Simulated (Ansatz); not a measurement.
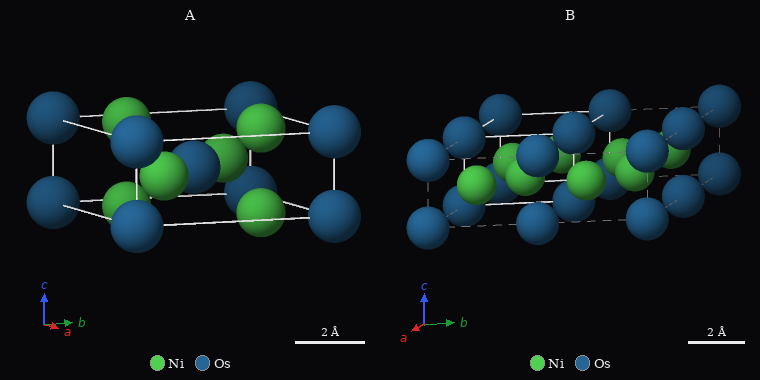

Two structures of Ni2Os, each relaxed to rest (conventional cells in solid outline, small ones repeated, not to one scale). Method: DFT PBE, scalar-relativistic, plane waves, PAW in Ansatz, without spin polarisation (spin-restricted runs, not always the ground states).

> Which two forms are compared?

A: 6 atoms a cell on a primitive tetragonal lattice, P4_2/mnm. B: AlB₂ type, P6/mmm.

> Which is the more stable form at this level of theory?

B is lower, by 846 meV/atom at this level of theory (energies at zero smearing). Volumes: A 16.6, B 12.0 Å³/atom.

One or both may be structure types tried for this composition rather than known phases.
